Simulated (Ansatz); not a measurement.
## AlHBrClF2: molecular dynamics (part 1 of 5)

AlHBrClF2, computed with RKS r2SCAN-D4/def2-SVP (Ansatz 0.2.0).

It belongs to a series of runs on one base structure; here: dynamics from the highest image of the converged band. Figures and captions count atoms from 1; the log counts them from 0 in places.

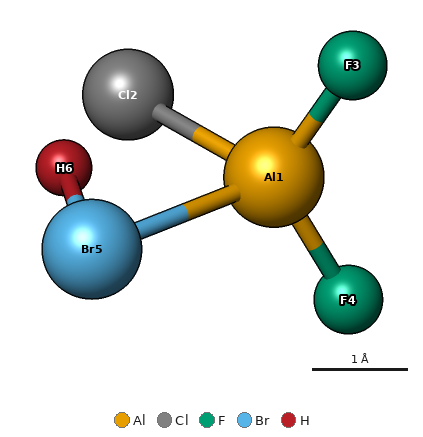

Fig. 1: The input geometry (ball-and-stick view, seen at a tilt; atoms are numbered from 1 in the order of the input). Sticks mark near contacts. Bond lengths as drawn: Al–Br 2.44 Å, Al–Cl 2.25 Å, Al–F 1.65 Å and Br–H 1.67 Å.

Summary

- outcome: finished
- mean temperature over the second half: 129 K
- trajectory: 200 steps, 100 fs
- ensemble: nve
- temperature in the input: 100.0 K
- time step: 0.5 fs
- potential energy (last step): −94599.5531 eV
- mean-field energy (last step): −94599.5153 eV
- largest force (length of the vector) (last step): 0.933 eV/Å
- hardware: 4 threads of Arm Neoverse V1, 24 GiB of memory available, shared host
- wall time: 8 min (CPU time 31 min)
- peak memory: 0.18 GiB

Remarks

So short a trajectory is not equilibrated.

Input
```yaml
crystal:
  periodic: [false, false, false]
  atoms:
    - { symbol: Al, position_ang: [0.013351, -0.303628, 0.08174] }
    - { symbol: Cl, position_ang: [0.010989, 0.187533, 2.272565] }
    - { symbol: F, position_ang: [1.435663, 0.126115, -0.643824] }
    - { symbol: F, position_ang: [-1.444365, 0.027991, -0.6248] }
    - { symbol: Br, position_ang: [0.097483, -2.630973, 0.815496] }
    - { symbol: H, position_ang: [0.064478, -1.434938, 1.985622] }
basis:
  gaussian: { orbitals: def2-SVP }
hamiltonian:
  xc: r2scan
  dispersion: d4
md:
  timestep: 0.5
  n_steps: 200
  ensemble: nve
  temperature: 100.0
  initial_velocities: maxwell_boltzmann
  seed: 7287
```

Launched with:
```bash
ansatz run input.yaml --threads 4 --pin off --max-ram 5120MiB --backend cpu --events-out ev --progress --plain --runs-dir out
```

The program's output
```
Engine: ansatz 0.2.0, aarch64-unknown-linux-gnu
Functional definition: r2SCAN
  parameter k0 = 0.174
  parameter k1 = 0.065
  parameter a1 = 4.9479
  exchange = r2scan_x(k0 = k0, k1 = k1, a1 = a1)
  correlation = r2scan_c
1087 factors; their error is unknown
mean field evaluation 1: about -94595.6690 eV, gradient 5.0e1 eV
mean field evaluation 2: about -94583.4651 eV, gradient 1.0e2 eV
mean field evaluation 4: about -94599.5557 eV, gradient 1.7e0 eV
mean field evaluation 8: about -94599.5628 eV, gradient 2.4e-2 eV
mean field evaluation 16: about -94599.4652 eV, gradient 1.1e-5 eV
mean field -94599.46521601 eV, -3476.4662248679 hartree, gradient 1.2e-5 eV, S^2 0.000000; 0 other end points of the search recorded, 0 dependent functions left out
the calculation of the forces begins
reference -94599.46522687 eV, -3476.4662252671 hartree; 42, 42 occupied and 59, 59 virtual orbitals, 1087 factors
md step     0: t =     0.00 fs  T =   100.0 K  F+E_penalty+E_count = -94599.50322674 eV  E_kin = 0.051704 eV  conserved = -94599.45152274 eV  (28 SCF iters)
these checks for a lower state are left out or cut short: starts, cluster_reference, orbital_swaps, neighbouring_geometries, increment
1087 factors; their error is unknown
mean field -94599.46492609 eV, -3476.4662142136 hartree, gradient 8.4e-6 eV, S^2 0.000000; 0 other end points of the search recorded, 0 dependent functions left out
the calculation of the forces begins
reference -94599.46493696 eV, -3476.4662146128 hartree; 42, 42 occupied and 59, 59 virtual orbitals, 1087 factors
md step     1: t =     0.50 fs  T =    99.5 K  F+E_penalty+E_count = -94599.50294693 eV  E_kin = 0.051424 eV  conserved = -94599.45152312 eV  (29 SCF iters)
[... from here on the SCF iterations and repeated set-up lines of each step are left out, up to the last step ...]
md step     2: t =     1.00 fs  T =    97.8 K  F+E_penalty+E_count = -94599.50211388 eV  E_kin = 0.050592 eV  conserved = -94599.45152190 eV  (31 SCF iters)
md step     3: t =     1.50 fs  T =    95.2 K  F+E_penalty+E_count = -94599.50074793 eV  E_kin = 0.049228 eV  conserved = -94599.45151954 eV  (30 SCF iters)
md step     4: t =     2.00 fs  T =    91.6 K  F+E_penalty+E_count = -94599.49889058 eV  E_kin = 0.047375 eV  conserved = -94599.45151589 eV  (31 SCF iters)
md step     5: t =     2.50 fs  T =    87.2 K  F+E_penalty+E_count = -94599.49660463 eV  E_kin = 0.045094 eV  conserved = -94599.45151097 eV  (30 SCF iters)
md step     6: t =     3.00 fs  T =    82.1 K  F+E_penalty+E_count = -94599.49397211 eV  E_kin = 0.042467 eV  conserved = -94599.45150475 eV  (30 SCF iters)
md step     7: t =     3.50 fs  T =    76.6 K  F+E_penalty+E_count = -94599.49109222 eV  E_kin = 0.039594 eV  conserved = -94599.45149794 eV  (30 SCF iters)
md step     8: t =     4.00 fs  T =    70.8 K  F+E_penalty+E_count = -94599.48807606 eV  E_kin = 0.036585 eV  conserved = -94599.45149061 eV  (31 SCF iters)
md step     9: t =     4.50 fs  T =    64.9 K  F+E_penalty+E_count = -94599.48504263 eV  E_kin = 0.033560 eV  conserved = -94599.45148310 eV  (31 SCF iters)
md step    10: t =     5.00 fs  T =    59.3 K  F+E_penalty+E_count = -94599.48211311 eV  E_kin = 0.030637 eV  conserved = -94599.45147587 eV  (24 SCF iters)
md step    11: t =     5.50 fs  T =    54.0 K  F+E_penalty+E_count = -94599.47940437 eV  E_kin = 0.027935 eV  conserved = -94599.45146917 eV  (24 SCF iters)
md step    12: t =     6.00 fs  T =    49.4 K  F+E_penalty+E_count = -94599.47702336 eV  E_kin = 0.025560 eV  conserved = -94599.45146351 eV  (25 SCF iters)
md step    13: t =     6.50 fs  T =    45.6 K  F+E_penalty+E_count = -94599.47506064 eV  E_kin = 0.023601 eV  conserved = -94599.45145917 eV  (24 SCF iters)
md step    14: t =     7.00 fs  T =    42.8 K  F+E_penalty+E_count = -94599.47358552 eV  E_kin = 0.022129 eV  conserved = -94599.45145643 eV  (21 SCF iters)
md step    15: t =     7.50 fs  T =    41.0 K  F+E_penalty+E_count = -94599.47264196 eV  E_kin = 0.021187 eV  conserved = -94599.45145543 eV  (21 SCF iters)
md step    16: t =     8.00 fs  T =    40.2 K  F+E_penalty+E_count = -94599.47224613 eV  E_kin = 0.020790 eV  conserved = -94599.45145623 eV  (21 SCF iters)
md step    17: t =     8.50 fs  T =    40.5 K  F+E_penalty+E_count = -94599.47238564 eV  E_kin = 0.020927 eV  conserved = -94599.45145881 eV  (20 SCF iters)
md step    18: t =     9.00 fs  T =    41.7 K  F+E_penalty+E_count = -94599.47302043 eV  E_kin = 0.021558 eV  conserved = -94599.45146291 eV  (25 SCF iters)
md step    19: t =     9.50 fs  T =    43.7 K  F+E_penalty+E_count = -94599.47408571 eV  E_kin = 0.022617 eV  conserved = -94599.45146827 eV  (23 SCF iters)
md step    20: t =    10.00 fs  T =    46.5 K  F+E_penalty+E_count = -94599.47549594 eV  E_kin = 0.024021 eV  conserved = -94599.45147450 eV  (23 SCF iters)
md step    21: t =    10.50 fs  T =    49.6 K  F+E_penalty+E_count = -94599.47715058 eV  E_kin = 0.025669 eV  conserved = -94599.45148144 eV  (29 SCF iters)
md step    22: t =    11.00 fs  T =    53.1 K  F+E_penalty+E_count = -94599.47893941 eV  E_kin = 0.027451 eV  conserved = -94599.45148851 eV  (30 SCF iters)
md step    23: t =    11.50 fs  T =    56.6 K  F+E_penalty+E_count = -94599.48074943 eV  E_kin = 0.029254 eV  conserved = -94599.45149536 eV  (30 SCF iters)
md step    24: t =    12.00 fs  T =    59.9 K  F+E_penalty+E_count = -94599.48247075 eV  E_kin = 0.030969 eV  conserved = -94599.45150166 eV  (29 SCF iters)
md step    25: t =    12.50 fs  T =    62.8 K  F+E_penalty+E_count = -94599.48400212 eV  E_kin = 0.032495 eV  conserved = -94599.45150707 eV  (29 SCF iters)
md step    26: t =    13.00 fs  T =    65.3 K  F+E_penalty+E_count = -94599.48525604 eV  E_kin = 0.033744 eV  conserved = -94599.45151165 eV  (31 SCF iters)
md step    27: t =    13.50 fs  T =    67.0 K  F+E_penalty+E_count = -94599.48616148 eV  E_kin = 0.034647 eV  conserved = -94599.45151474 eV  (29 SCF iters)
md step    28: t =    14.00 fs  T =    68.0 K  F+E_penalty+E_count = -94599.48666789 eV  E_kin = 0.035151 eV  conserved = -94599.45151645 eV  (29 SCF iters)
md step    29: t =    14.50 fs  T =    68.1 K  F+E_penalty+E_count = -94599.48674588 eV  E_kin = 0.035229 eV  conserved = -94599.45151685 eV  (30 SCF iters)
md step    30: t =    15.00 fs  T =    67.4 K  F+E_penalty+E_count = -94599.48638757 eV  E_kin = 0.034872 eV  conserved = -94599.45151593 eV  (29 SCF iters)
md step    31: t =    15.50 fs  T =    65.9 K  F+E_penalty+E_count = -94599.48560606 eV  E_kin = 0.034092 eV  conserved = -94599.45151380 eV  (30 SCF iters)
md step    32: t =    16.00 fs  T =    63.7 K  F+E_penalty+E_count = -94599.48443384 eV  E_kin = 0.032923 eV  conserved = -94599.45151061 eV  (31 SCF iters)
md step    33: t =    16.50 fs  T =    60.8 K  F+E_penalty+E_count = -94599.48292035 eV  E_kin = 0.031414 eV  conserved = -94599.45150655 eV  (31 SCF iters)
md step    34: t =    17.00 fs  T =    57.3 K  F+E_penalty+E_count = -94599.48112910 eV  E_kin = 0.029627 eV  conserved = -94599.45150184 eV  (30 SCF iters)
md step    35: t =    17.50 fs  T =    53.5 K  F+E_penalty+E_count = -94599.47913417 eV  E_kin = 0.027637 eV  conserved = -94599.45149671 eV  (32 SCF iters)
md step    36: t =    18.00 fs  T =    49.4 K  F+E_penalty+E_count = -94599.47701652 eV  E_kin = 0.025525 eV  conserved = -94599.45149139 eV  (24 SCF iters)
md step    37: t =    18.50 fs  T =    45.2 K  F+E_penalty+E_count = -94599.47486012 eV  E_kin = 0.023374 eV  conserved = -94599.45148608 eV  (24 SCF iters)
md step    38: t =    19.00 fs  T =    41.1 K  F+E_penalty+E_count = -94599.47274834 eV  E_kin = 0.021267 eV  conserved = -94599.45148109 eV  (23 SCF iters)
md step    39: t =    19.50 fs  T =    37.3 K  F+E_penalty+E_count = -94599.47076007 eV  E_kin = 0.019283 eV  conserved = -94599.45147662 eV  (25 SCF iters)
md step    40: t =    20.00 fs  T =    33.8 K  F+E_penalty+E_count = -94599.46896652 eV  E_kin = 0.017494 eV  conserved = -94599.45147278 eV  (23 SCF iters)
md step    41: t =    20.50 fs  T =    30.9 K  F+E_penalty+E_count = -94599.46742849 eV  E_kin = 0.015959 eV  conserved = -94599.45146975 eV  (23 SCF iters)
md step    42: t =    21.00 fs  T =    28.5 K  F+E_penalty+E_count = -94599.46619397 eV  E_kin = 0.014726 eV  conserved = -94599.45146763 eV  (29 SCF iters)
md step    43: t =    21.50 fs  T =    26.7 K  F+E_penalty+E_count = -94599.46529632 eV  E_kin = 0.013830 eV  conserved = -94599.45146640 eV  (21 SCF iters)
md step    44: t =    22.00 fs  T =    25.7 K  F+E_penalty+E_count = -94599.46475365 eV  E_kin = 0.013287 eV  conserved = -94599.45146626 eV  (21 SCF iters)
md step    45: t =    22.50 fs  T =    25.3 K  F+E_penalty+E_count = -94599.46456793 eV  E_kin = 0.013101 eV  conserved = -94599.45146710 eV  (20 SCF iters)
md step    46: t =    23.00 fs  T =    25.6 K  F+E_penalty+E_count = -94599.46472570 eV  E_kin = 0.013257 eV  conserved = -94599.45146884 eV  (24 SCF iters)
md step    47: t =    23.50 fs  T =    26.6 K  F+E_penalty+E_count = -94599.46519913 eV  E_kin = 0.013728 eV  conserved = -94599.45147144 eV  (24 SCF iters)
md step    48: t =    24.00 fs  T =    28.0 K  F+E_penalty+E_count = -94599.46594740 eV  E_kin = 0.014473 eV  conserved = -94599.45147467 eV  (25 SCF iters)
md step    49: t =    24.50 fs  T =    29.9 K  F+E_penalty+E_count = -94599.46691931 eV  E_kin = 0.015441 eV  conserved = -94599.45147841 eV  (24 SCF iters)
md step    50: t =    25.00 fs  T =    32.1 K  F+E_penalty+E_count = -94599.46805577 eV  E_kin = 0.016573 eV  conserved = -94599.45148245 eV  (31 SCF iters)
md step    51: t =    25.50 fs  T =    34.4 K  F+E_penalty+E_count = -94599.46929294 eV  E_kin = 0.017806 eV  conserved = -94599.45148661 eV  (30 SCF iters)
md step    52: t =    26.00 fs  T =    36.9 K  F+E_penalty+E_count = -94599.47056550 eV  E_kin = 0.019075 eV  conserved = -94599.45149065 eV  (32 SCF iters)
md step    53: t =    26.50 fs  T =    39.3 K  F+E_penalty+E_count = -94599.47181013 eV  E_kin = 0.020316 eV  conserved = -94599.45149437 eV  (31 SCF iters)
md step    54: t =    27.00 fs  T =    41.5 K  F+E_penalty+E_count = -94599.47296880 eV  E_kin = 0.021471 eV  conserved = -94599.45149758 eV  (32 SCF iters)
md step    55: t =    27.50 fs  T =    43.5 K  F+E_penalty+E_count = -94599.47399195 eV  E_kin = 0.022492 eV  conserved = -94599.45150013 eV  (31 SCF iters)
md step    56: t =    28.00 fs  T =    45.1 K  F+E_penalty+E_count = -94599.47484110 eV  E_kin = 0.023339 eV  conserved = -94599.45150182 eV  (31 SCF iters)
md step    57: t =    28.50 fs  T =    46.4 K  F+E_penalty+E_count = -94599.47549128 eV  E_kin = 0.023989 eV  conserved = -94599.45150257 eV  (32 SCF iters)
md step    58: t =    29.00 fs  T =    47.2 K  F+E_penalty+E_count = -94599.47593215 eV  E_kin = 0.024430 eV  conserved = -94599.45150210 eV  (32 SCF iters)
md step    59: t =    29.50 fs  T =    47.7 K  F+E_penalty+E_count = -94599.47616976 eV  E_kin = 0.024669 eV  conserved = -94599.45150090 eV  (31 SCF iters)
md step    60: t =    30.00 fs  T =    47.8 K  F+E_penalty+E_count = -94599.47622480 eV  E_kin = 0.024726 eV  conserved = -94599.45149880 eV  (32 SCF iters)
md step    61: t =    30.50 fs  T =    47.6 K  F+E_penalty+E_count = -94599.47613234 eV  E_kin = 0.024636 eV  conserved = -94599.45149594 eV  (32 SCF iters)
md step    62: t =    31.00 fs  T =    47.3 K  F+E_penalty+E_count = -94599.47593928 eV  E_kin = 0.024447 eV  conserved = -94599.45149247 eV  (32 SCF iters)
md step    63: t =    31.50 fs  T =    46.8 K  F+E_penalty+E_count = -94599.47570130 eV  E_kin = 0.024213 eV  conserved = -94599.45148871 eV  (27 SCF iters)
md step    64: t =    32.00 fs  T =    46.4 K  F+E_penalty+E_count = -94599.47547877 eV  E_kin = 0.023994 eV  conserved = -94599.45148506 eV  (32 SCF iters)
md step    65: t =    32.50 fs  T =    46.1 K  F+E_penalty+E_count = -94599.47533181 eV  E_kin = 0.023850 eV  conserved = -94599.45148159 eV  (32 SCF iters)
md step    66: t =    33.00 fs  T =    46.1 K  F+E_penalty+E_count = -94599.47531613 eV  E_kin = 0.023837 eV  conserved = -94599.45147871 eV  (24 SCF iters)
md step    67: t =    33.50 fs  T =    46.4 K  F+E_penalty+E_count = -94599.47547791 eV  E_kin = 0.024001 eV  conserved = -94599.45147667 eV  (24 SCF iters)
md step    68: t =    34.00 fs  T =    47.1 K  F+E_penalty+E_count = -94599.47584983 eV  E_kin = 0.024374 eV  conserved = -94599.45147568 eV  (25 SCF iters)
md step    69: t =    34.50 fs  T =    48.3 K  F+E_penalty+E_count = -94599.47644786 eV  E_kin = 0.024972 eV  conserved = -94599.45147584 eV  (25 SCF iters)
md step    70: t =    35.00 fs  T =    49.9 K  F+E_penalty+E_count = -94599.47726944 eV  E_kin = 0.025792 eV  conserved = -94599.45147720 eV  (24 SCF iters)
md step    71: t =    35.50 fs  T =    51.9 K  F+E_penalty+E_count = -94599.47829307 eV  E_kin = 0.026813 eV  conserved = -94599.45147968 eV  (24 SCF iters)
md step    72: t =    36.00 fs  T =    54.1 K  F+E_penalty+E_count = -94599.47947953 eV  E_kin = 0.027996 eV  conserved = -94599.45148310 eV  (24 SCF iters)
md step    73: t =    36.50 fs  T =    56.6 K  F+E_penalty+E_count = -94599.48077463 eV  E_kin = 0.029287 eV  conserved = -94599.45148721 eV  (24 SCF iters)
md step    74: t =    37.00 fs  T =    59.2 K  F+E_penalty+E_count = -94599.48211315 eV  E_kin = 0.030621 eV  conserved = -94599.45149170 eV  (25 SCF iters)
md step    75: t =    37.50 fs  T =    61.8 K  F+E_penalty+E_count = -94599.48342374 eV  E_kin = 0.031927 eV  conserved = -94599.45149626 eV  (33 SCF iters)
md step    76: t =    38.00 fs  T =    64.1 K  F+E_penalty+E_count = -94599.48463411 eV  E_kin = 0.033134 eV  conserved = -94599.45150049 eV  (32 SCF iters)
md step    77: t =    38.50 fs  T =    66.1 K  F+E_penalty+E_count = -94599.48567649 eV  E_kin = 0.034172 eV  conserved = -94599.45150413 eV  (32 SCF iters)
md step    78: t =    39.00 fs  T =    67.7 K  F+E_penalty+E_count = -94599.48649242 eV  E_kin = 0.034986 eV  conserved = -94599.45150691 eV  (32 SCF iters)
md step    79: t =    39.50 fs  T =    68.7 K  F+E_penalty+E_count = -94599.48703678 eV  E_kin = 0.035528 eV  conserved = -94599.45150870 eV  (32 SCF iters)
md step    80: t =    40.00 fs  T =    69.2 K  F+E_penalty+E_count = -94599.48728064 eV  E_kin = 0.035771 eV  conserved = -94599.45150930 eV  (32 SCF iters)
md step    81: t =    40.50 fs  T =    69.1 K  F+E_penalty+E_count = -94599.48721338 eV  E_kin = 0.035705 eV  conserved = -94599.45150883 eV  (32 SCF iters)
md step    82: t =    41.00 fs  T =    68.3 K  F+E_penalty+E_count = -94599.48684261 eV  E_kin = 0.035335 eV  conserved = -94599.45150713 eV  (31 SCF iters)
md step    83: t =    41.50 fs  T =    67.1 K  F+E_penalty+E_count = -94599.48619410 eV  E_kin = 0.034690 eV  conserved = -94599.45150442 eV  (29 SCF iters)
md step    84: t =    42.00 fs  T =    65.4 K  F+E_penalty+E_count = -94599.48530984 eV  E_kin = 0.033809 eV  conserved = -94599.45150105 eV  (31 SCF iters)
md step    85: t =    42.50 fs  T =    63.3 K  F+E_penalty+E_count = -94599.48424479 eV  E_kin = 0.032748 eV  conserved = -94599.45149687 eV  (32 SCF iters)
md step    86: t =    43.00 fs  T =    61.1 K  F+E_penalty+E_count = -94599.48306470 eV  E_kin = 0.031572 eV  conserved = -94599.45149229 eV  (32 SCF iters)
md step    87: t =    43.50 fs  T =    58.7 K  F+E_penalty+E_count = -94599.48184157 eV  E_kin = 0.030354 eV  conserved = -94599.45148752 eV  (32 SCF iters)
md step    88: t =    44.00 fs  T =    56.4 K  F+E_penalty+E_count = -94599.48065015 eV  E_kin = 0.029167 eV  conserved = -94599.45148289 eV  (32 SCF iters)
md step    89: t =    44.50 fs  T =    54.3 K  F+E_penalty+E_count = -94599.47956371 eV  E_kin = 0.028085 eV  conserved = -94599.45147859 eV  (24 SCF iters)
md step    90: t =    45.00 fs  T =    52.6 K  F+E_penalty+E_count = -94599.47865051 eV  E_kin = 0.027176 eV  conserved = -94599.45147483 eV  (24 SCF iters)
md step    91: t =    45.50 fs  T =    51.3 K  F+E_penalty+E_count = -94599.47797034 eV  E_kin = 0.026499 eV  conserved = -94599.45147179 eV  (25 SCF iters)
md step    92: t =    46.00 fs  T =    50.5 K  F+E_penalty+E_count = -94599.47757159 eV  E_kin = 0.026102 eV  conserved = -94599.45146962 eV  (24 SCF iters)
md step    93: t =    46.50 fs  T =    50.3 K  F+E_penalty+E_count = -94599.47748889 eV  E_kin = 0.026020 eV  conserved = -94599.45146844 eV  (24 SCF iters)
md step    94: t =    47.00 fs  T =    50.8 K  F+E_penalty+E_count = -94599.47774124 eV  E_kin = 0.026273 eV  conserved = -94599.45146825 eV  (25 SCF iters)
md step    95: t =    47.50 fs  T =    52.0 K  F+E_penalty+E_count = -94599.47833120 eV  E_kin = 0.026862 eV  conserved = -94599.45146917 eV  (24 SCF iters)
md step    96: t =    48.00 fs  T =    53.7 K  F+E_penalty+E_count = -94599.47924411 eV  E_kin = 0.027773 eV  conserved = -94599.45147114 eV  (25 SCF iters)
md step    97: t =    48.50 fs  T =    56.0 K  F+E_penalty+E_count = -94599.48044851 eV  E_kin = 0.028974 eV  conserved = -94599.45147413 eV  (24 SCF iters)
md step    98: t =    49.00 fs  T =    58.8 K  F+E_penalty+E_count = -94599.48189694 eV  E_kin = 0.030419 eV  conserved = -94599.45147805 eV  (31 SCF iters)
md step    99: t =    49.50 fs  T =    62.0 K  F+E_penalty+E_count = -94599.48352742 eV  E_kin = 0.032045 eV  conserved = -94599.45148281 eV  (30 SCF iters)
md step   100: t =    50.00 fs  T =    65.3 K  F+E_penalty+E_count = -94599.48526534 eV  E_kin = 0.033777 eV  conserved = -94599.45148818 eV  (30 SCF iters)
md step   101: t =    50.50 fs  T =    68.7 K  F+E_penalty+E_count = -94599.48702624 eV  E_kin = 0.035532 eV  conserved = -94599.45149403 eV  (31 SCF iters)
md step   102: t =    51.00 fs  T =    72.0 K  F+E_penalty+E_count = -94599.48871850 eV  E_kin = 0.037219 eV  conserved = -94599.45149989 eV  (29 SCF iters)
md step   103: t =    51.50 fs  T =    74.9 K  F+E_penalty+E_count = -94599.49024802 eV  E_kin = 0.038742 eV  conserved = -94599.45150600 eV  (30 SCF iters)
md step   104: t =    52.00 fs  T =    77.4 K  F+E_penalty+E_count = -94599.49152089 eV  E_kin = 0.040009 eV  conserved = -94599.45151184 eV  (28 SCF iters)
md step   105: t =    52.50 fs  T =    79.2 K  F+E_penalty+E_count = -94599.49244899 eV  E_kin = 0.040932 eV  conserved = -94599.45151701 eV  (30 SCF iters)
md step   106: t =    53.00 fs  T =    80.1 K  F+E_penalty+E_count = -94599.49295518 eV  E_kin = 0.041434 eV  conserved = -94599.45152129 eV  (31 SCF iters)
md step   107: t =    53.50 fs  T =    80.2 K  F+E_penalty+E_count = -94599.49297856 eV  E_kin = 0.041454 eV  conserved = -94599.45152425 eV  (29 SCF iters)
md step   108: t =    54.00 fs  T =    79.2 K  F+E_penalty+E_count = -94599.49248061 eV  E_kin = 0.040955 eV  conserved = -94599.45152551 eV  (29 SCF iters)
md step   109: t =    54.50 fs  T =    77.2 K  F+E_penalty+E_count = -94599.49145055 eV  E_kin = 0.039926 eV  conserved = -94599.45152443 eV  (29 SCF iters)
```
